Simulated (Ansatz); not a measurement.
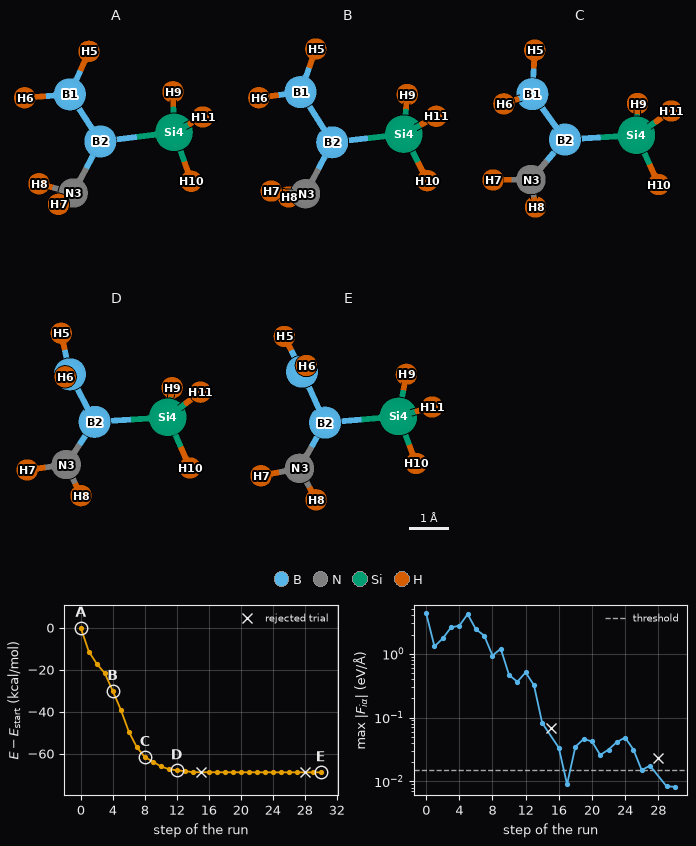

Frames of a relaxation of B2SiNH7, marked on the history of the run. The picture is a ball-and-stick view, seen at a tilt.

The run prepares an end point of a later path (torsion) calculation, from a guessed geometry.

Computed with RKS PBE0-D4/STO-3G in Ansatz 0.2.0. Set-up: no spin polarisation; force threshold 0.015 eV/Å; at most 40 steps.

Describe the path.

The energy falls by 68.9 kcal/mol in 28 accepted moves (30 points after the start). The largest force component goes from 4.3 to 0.0082 eV/Å. The line search rejected the trial steps at points 15, 28 of the run. The forces were under the threshold at step 17, but the run went on from there. H6 moves most after the best rigid fit: 1.63 Å. Largest moves by element: H 1.63 Å, N 0.25 Å, B 0.20 Å, Si 0.20 Å. Near-neighbour distances that change, for instance: B2–N3 1.512 → 1.382 Å, N3–H8 1.110 → 1.038 Å, B1–H6 1.226 → 1.176 Å, Si4–H11 1.396 → 1.445 Å. Bond angles that change, for instance: B2–N3–H8 104.4° → 124.6°, B2–N3–H7 108.5° → 124.4°, B1–B2–N3 119.5° → 127.7°. Groups turn about B1–B2 by about 90°. The run took 73 s on 1 thread of Intel(R) Xeon(R) Processor @ 2.70GHz, with other jobs on the host, peak memory 0.13 GiB. From step 0 to 4: H atoms move most (0.63 Å), energy −30.1 kcal/mol. From step 4 to 8: H6 moves most (0.65 Å), energy −31.5 kcal/mol. From step 8 to 12: H6 moves most (0.77 Å), energy −6.34 kcal/mol. From step 12 to 30: H9 moves most (0.50 Å), energy −0.95 kcal/mol.

| step | E − E(0), kcal/mol | largest force component, eV/Å | note |
| --- | --- | --- | --- |
| 0 | 0.00 | 4.2954 |  |
| 1 | -11.30 | 1.3034 |  |
| 2 | -17.14 | 1.7416 |  |
| 3 | -21.64 | 2.5947 |  |
| 4 | -30.10 | 2.7555 |  |
| 5 | -39.01 | 4.1738 |  |
| 6 | -49.44 | 2.4230 |  |
| 7 | -56.84 | 1.9282 |  |
| 8 | -61.57 | 0.9397 |  |
| 9 | -63.72 | 1.2003 |  |
| 10 | -66.02 | 0.4637 |  |
| 11 | -67.32 | 0.3649 |  |
| 12 | -67.91 | 0.5114 |  |
| 13 | -68.26 | 0.3226 |  |
| 14 | -68.79 | 0.0821 |  |
| 15 | -68.76 | 0.0682 | rejected |
| 16 | -68.80 | 0.0336 |  |
| 17 | -68.81 | 0.0090 |  |
| 18 | -68.82 | 0.0348 |  |
| 19 | -68.82 | 0.0461 |  |
| 21 | -68.83 | 0.0259 |  |
| 22 | -68.84 | 0.0314 |  |
| 23 | -68.84 | 0.0414 |  |
| 24 | -68.84 | 0.0485 |  |
| 25 | -68.85 | 0.0315 |  |
| 26 | -68.85 | 0.0150 |  |
| 27 | -68.85 | 0.0176 |  |
| 28 | -68.85 | 0.0229 | rejected |
| 29 | -68.85 | 0.0084 |  |
| 30 | -68.85 | 0.0082 |  |

Limits of the set-up: STO-3G is a minimal basis, so the numbers are rough.
